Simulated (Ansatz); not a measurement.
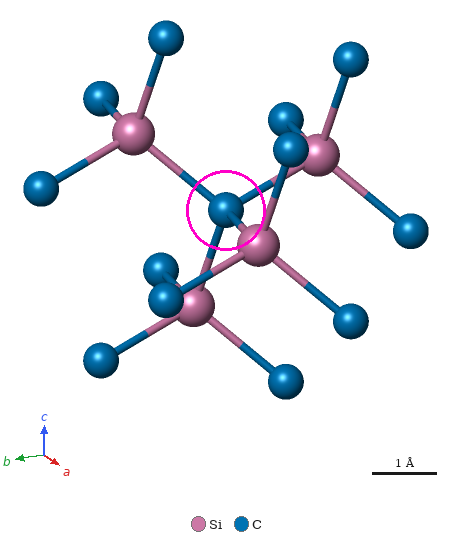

Perfect SiC. The picture is a ball-and-stick view of the atoms within 3.3 Å of one point, seen from a free direction.

Computed with Ansatz 0.2.0, DFT, PBE, plane-wave PAW, default files, scalar-relativistic. Settings: plane-wave cutoff 420 eV; k-point mesh 3 × 3 × 3; occupations fermi dirac; smearing width 0.01 eV; no spin polarisation. The axes drawn are those of the host's conventional cell.

A carbon atom is replaced by silicon at the ringed place, in charge state 0. The supercell has 54 sites, and the atoms are relaxed at the host's cell.

Predict the relaxed surroundings of the defect.

In the host the C atom has 4 Si at 1.89 Å; the Si atom ends with 4 Si at 2.13 Å. Of the host's atoms, a silicon atom moves furthest from its site, by 0.24 Å. Relaxing the atoms from the host's sites lowers the energy by 4.63 eV.

The relaxed defect, seen from the same direction:

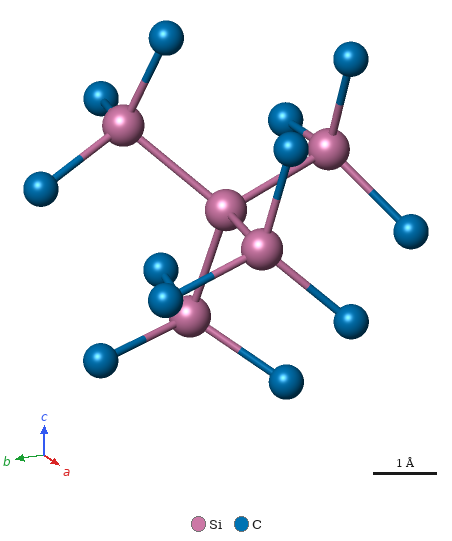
